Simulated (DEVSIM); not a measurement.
System: TaN/HfO2/SiO2/p-Si capacitor, at 250 K.

```tsv
layer (left to right)	material	thickness (nm)	Na (cm⁻³)
1	HfO2	28.0	-
2	SiO2	0.800	-
3	Si	1900	9.5e16
```

Metal gate on the left, work function 4.4 eV. Fixed charge at the semiconductor interface 2.5e11 cm⁻² (in units of +e); interface traps 2.1e12 cm⁻² eV⁻¹, uniform in energy, neutral level at 0.3 of the gap above the valence band.

Constants are typed, rounded textbook-type inputs, not results; the design itself was drawn at random and stands for no fabricated device. Values at 300 K; Nc and Nv go as T^1.5, mobilities as T to minus their exponent, the gap by Varshni's rule with the affinity fixed.

| parameter | HfO2 | SiO2 | Si |
|---|---|---|---|
| gap (eV) | 5.7 | 9 | 1.124 |
| affinity (eV) | 2.5 | 0.9 | 4.05 |
| permittivity | 22 | 3.9 | 11.7 |
| Nc (cm⁻³) | - | - | 2.86e19 |
| Nv (cm⁻³) | - | - | 3.1e19 |
| Varshni α (eV/K) | - | - | 0.000473 |
| Varshni β (K) | - | - | 636 |

DEVSIM, 1D Poisson equation in equilibrium, Boltzmann statistics, complete ionisation; no quantum confinement or tunnelling. Metal contacts follow the ideal Schottky-Mott rule: no Fermi-level pinning, no interface dipoles.

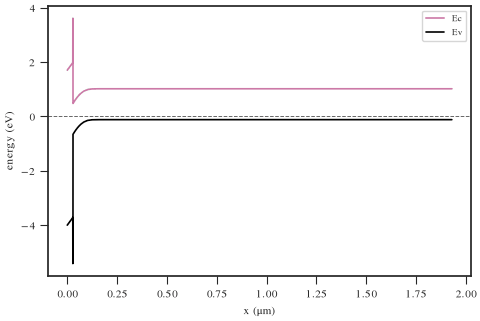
*Band edges at 0.2 V on the gate*

Energies count from the Fermi level of the right contact; mesh points crowd at the junctions.

```json
[
 {"x (μm)": "0.000", "Ec (eV)": "1.700", "Ev (eV)": "-4.000", "n (cm⁻³)": "< 1e2", "p (cm⁻³)": "< 1e2", "field (V/cm)": "100000"},
 {"x (μm)": "0.001575", "Ec (eV)": "1.716", "Ev (eV)": "-3.984", "n (cm⁻³)": "< 1e2", "p (cm⁻³)": "< 1e2", "field (V/cm)": "100000"},
 {"x (μm)": "0.005105", "Ec (eV)": "1.751", "Ev (eV)": "-3.949", "n (cm⁻³)": "< 1e2", "p (cm⁻³)": "< 1e2", "field (V/cm)": "100000"},
 {"x (μm)": "0.01258", "Ec (eV)": "1.826", "Ev (eV)": "-3.874", "n (cm⁻³)": "< 1e2", "p (cm⁻³)": "< 1e2", "field (V/cm)": "100000"},
 {"x (μm)": "0.02344", "Ec (eV)": "1.935", "Ev (eV)": "-3.765", "n (cm⁻³)": "< 1e2", "p (cm⁻³)": "< 1e2", "field (V/cm)": "100000"},
 {"x (μm)": "0.02667", "Ec (eV)": "1.968", "Ev (eV)": "-3.732", "n (cm⁻³)": "< 1e2", "p (cm⁻³)": "< 1e2", "field (V/cm)": "100000"},
 {"x (μm)": "0.02808", "Ec (eV)": "3.585", "Ev (eV)": "-5.415", "n (cm⁻³)": "< 1e2", "p (cm⁻³)": "< 1e2", "field (V/cm)": "570000"},
 {"x (μm)": "0.02888", "Ec (eV)": "0.477", "Ev (eV)": "-0.659", "n (cm⁻³)": "5.3e9", "p (cm⁻³)": "1200000", "field (V/cm)": "120000"},
 {"x (μm)": "0.03064", "Ec (eV)": "0.498", "Ev (eV)": "-0.638", "n (cm⁻³)": "1.9e9", "p (cm⁻³)": "3300000", "field (V/cm)": "120000"},
 {"x (μm)": "0.03487", "Ec (eV)": "0.548", "Ev (eV)": "-0.588", "n (cm⁻³)": "1.9e8", "p (cm⁻³)": "3.3e7", "field (V/cm)": "110000"},
 {"x (μm)": "0.04449", "Ec (eV)": "0.652", "Ev (eV)": "-0.484", "n (cm⁻³)": "1600000", "p (cm⁻³)": "4.1e9", "field (V/cm)": "100000"},
 {"x (μm)": "0.08277", "Ec (eV)": "0.929", "Ev (eV)": "-0.207", "n (cm⁻³)": "< 1e2", "p (cm⁻³)": "1.6e15", "field (V/cm)": "44000"},
 {"x (μm)": "0.1606", "Ec (eV)": "1.017", "Ev (eV)": "-0.119", "n (cm⁻³)": "< 1e2", "p (cm⁻³)": "9.4e16", "field (V/cm)": "230"},
 {"x (μm)": "0.3483", "Ec (eV)": "1.017", "Ev (eV)": "-0.119", "n (cm⁻³)": "< 1e2", "p (cm⁻³)": "9.5e16", "field (V/cm)": "≈ 0"},
 {"x (μm)": "1.010", "Ec (eV)": "1.017", "Ev (eV)": "-0.119", "n (cm⁻³)": "< 1e2", "p (cm⁻³)": "9.5e16", "field (V/cm)": "≈ 0"},
 {"x (μm)": "1.549", "Ec (eV)": "1.017", "Ev (eV)": "-0.119", "n (cm⁻³)": "< 1e2", "p (cm⁻³)": "9.5e16", "field (V/cm)": "≈ 0"},
 {"x (μm)": "1.772", "Ec (eV)": "1.017", "Ev (eV)": "-0.119", "n (cm⁻³)": "< 1e2", "p (cm⁻³)": "9.5e16", "field (V/cm)": "≈ 0"},
 {"x (μm)": "1.862", "Ec (eV)": "1.017", "Ev (eV)": "-0.119", "n (cm⁻³)": "< 1e2", "p (cm⁻³)": "9.5e16", "field (V/cm)": "≈ 0"},
 {"x (μm)": "1.909", "Ec (eV)": "1.017", "Ev (eV)": "-0.119", "n (cm⁻³)": "< 1e2", "p (cm⁻³)": "9.5e16", "field (V/cm)": "≈ 0"},
 {"x (μm)": "1.921", "Ec (eV)": "1.017", "Ev (eV)": "-0.119", "n (cm⁻³)": "< 1e2", "p (cm⁻³)": "9.5e16", "field (V/cm)": "≈ 0"},
 {"x (μm)": "1.926", "Ec (eV)": "1.017", "Ev (eV)": "-0.119", "n (cm⁻³)": "< 1e2", "p (cm⁻³)": "9.5e16", "field (V/cm)": "≈ 0"},
 {"x (μm)": "1.929", "Ec (eV)": "1.017", "Ev (eV)": "-0.119", "n (cm⁻³)": "< 1e2", "p (cm⁻³)": "9.5e16", "field (V/cm)": "≈ 0"}
]
```
